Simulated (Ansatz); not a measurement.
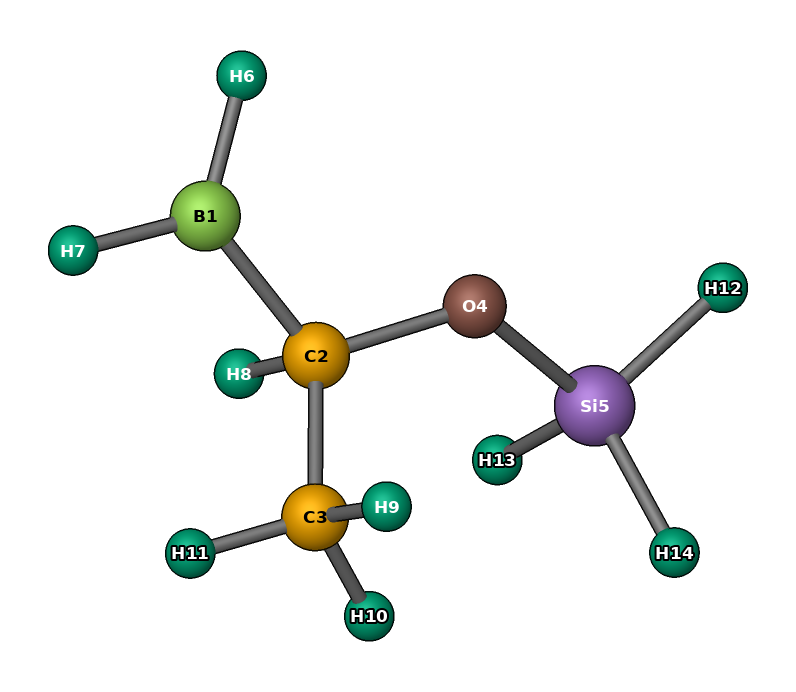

The questions are on Mulliken charges. The geometry was computed by an optimisation with PBE-D4/def2-SVP. No frequency run is at hand to confirm it as a minimum. Method: RKS PBE-D4/def2-SVP (Ansatz 0.2.0).

Q: Which atom carries the highest charge (most positive or least negative)?

A: Si5 (0.44 e).

Q: And the lowest?

A: O4 (−0.43 e).

Give the Mulliken charges atom by atom.

```
atom  value (e)
  B1      −0.03
  C2       0.13
  C3      −0.04
  O4      −0.43
 Si5       0.44
  H6       0.01
  H7      −0.02
  H8       0.04
  H9       0.05
 H10       0.04
 H11       0.04
 H12      −0.06
 H13      −0.09
 H14      −0.08
```

Mulliken values depend strongly on the basis set and can even reverse the polarity of a bond.
